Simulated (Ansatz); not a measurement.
Starting cell, TiB2 (AlB2 type, space group P6/mmm):

```
TiB2
1.0
    6.06368     0.00000     0.00000
   -1.51592     2.62565     0.00000
    3.03184     0.00000     3.22428
Ti B
2 4
Direct
  0.00000   0.00000   0.00000
  0.50000   0.00000   0.00000
  0.91667   0.66667   0.50000
  0.41667   0.66667   0.50000
  0.08333   0.33333   0.50000
  0.58333   0.33333   0.50000
```

The atoms are displaced by Q × the pattern below (from a DFPT mode at L = (0.5, 0.0, 0.5), largest move 1; Q in Å), at fixed cell. (q is in reciprocal vectors of the primitive cell; the cell shown is doubled to hold the pattern.)

```json
[
 {"atom": "B3", "x": "-0.866", "y": "-0.500", "z": "0.000"},
 {"atom": "B4", "x": "0.866", "y": "0.500", "z": "0.000"},
 {"atom": "B5", "x": "0.866", "y": "0.500", "z": "0.000"},
 {"atom": "B6", "x": "-0.866", "y": "-0.500", "z": "0.000"}
]
```

Atoms not listed stay in place.

Method: PBE (plane waves to 420 eV, PAW, scalar-relativistic; Ansatz, an electronic-structure program). k mesh 18×18×18 (Γ-centred), Fermi-Dirac smearing 0.05 eV. The energy includes the smearing's −TS. With partly filled bands, energies and forces of such displacements shift with the k mesh and the smearing. The PAW data are Ansatz's earlier set. TiB2 is run without spin polarisation. TiB2 was relaxed with its symmetry unable to fall. ΔE is measured from the undisplaced structure.

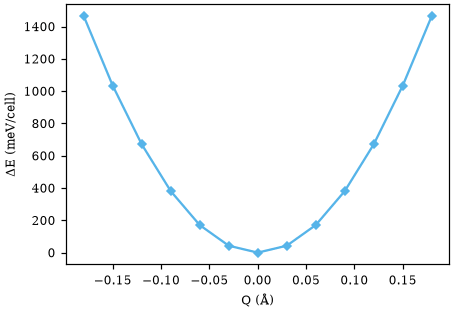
*ΔE (meV/cell) against Q (Å); one marker a computed point.*

Q: What is the energy change at Q = 0.180 Å?

A: About 1500 meV/cell.

Q: What harmonic wavenumber does the curvature at Q = 0 give?

A: About 770 cm⁻¹.

(A displaced cell: forces are minus the slopes of the energy, force constants its curvatures, and phonons follow from these.)
